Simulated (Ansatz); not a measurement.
# InH2S2 radical: how energies converge with the basis set

Aim: see how fast density functionals converge with the basis set for InH2S2 radical.

Computed with Ansatz 0.2.0, Gaussian basis. Level: one geometry, several basis sets.

Plan: PBE0-D4/def2-SVP; ωB97M-V/def2-SVP; PBE0-D4/def2-QZVPP; ωB97M-V/def2-QZVPP; the functionals' def2-TZVPP values are taken from earlier runs.

**1. The relaxed structure**

An earlier PBE0-D4 in a triple-zeta def2 set relaxation fixed the geometry. In takes the def2 core potential; no spin-orbit term is included.

5 atoms, charge 0, spin multiplicity 2.

Atoms are counted from 1 here; the program's logs count them from 0.

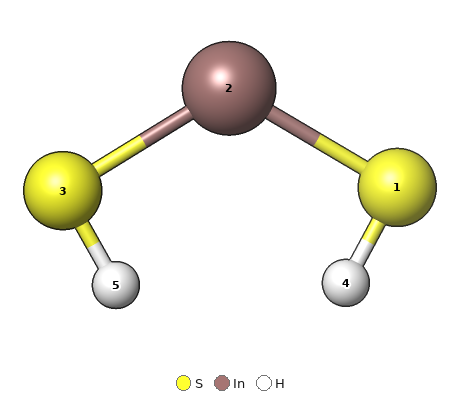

The structure; sulfur yellow, indium brown, hydrogen white; atoms are numbered from 1 in the order of the file.

**2. PBE0-D4 in def2-SVP**

in.yaml

```yaml
crystal:
  periodic: [false, false, false]
  atoms:
    - {symbol: S, position_ang: [-1.586722, -1.358284, -0.235802]}
    - {symbol: In, position_ang: [0.076904, -0.566000, 1.353333]}
    - {symbol: S, position_ang: [1.627706, 1.162997, 0.627725]}
    - {symbol: H, position_ang: [-1.138120, -0.524140, -1.191044]}
    - {symbol: H, position_ang: [1.070232, 1.211725, -0.595613]}
basis:
  gaussian: {orbitals: def2-SVP}
magnetization: {spin_polarized: true, initial_magnetization: 1}
hamiltonian: {xc: pbe0, dispersion: d4}
output: {orbitals: {seedname: orbitals}}
```

The run is started by

```bash
$ ansatz run in.yaml --threads 2 --pin off --events-out ev --progress --plain --max-ram 32768MiB --backend cpu
```

The runs that follow: ωB97M-V in def2-SVP; PBE0-D4 in def2-QZVPP; ωB97M-V in def2-QZVPP.

Before running them: what should the planned runs give, taken together? Wanted: PBE0-D4: double and triple zeta above quadruple; ωB97M-V: double and triple zeta above quadruple.

As calculated:

| quantity | value |
| --- | --- |
| PBE0-D4: double and triple zeta above quadruple | 8.48, 0.70 eV |
| ωB97M-V: double and triple zeta above quadruple | 8.42, 0.67 eV |

**Reading.** PBE0-D4 gains 7.79 eV from double to triple zeta, then 0.70 eV more. Total energies overstate the basis error of differences, where much of it tends to cancel.
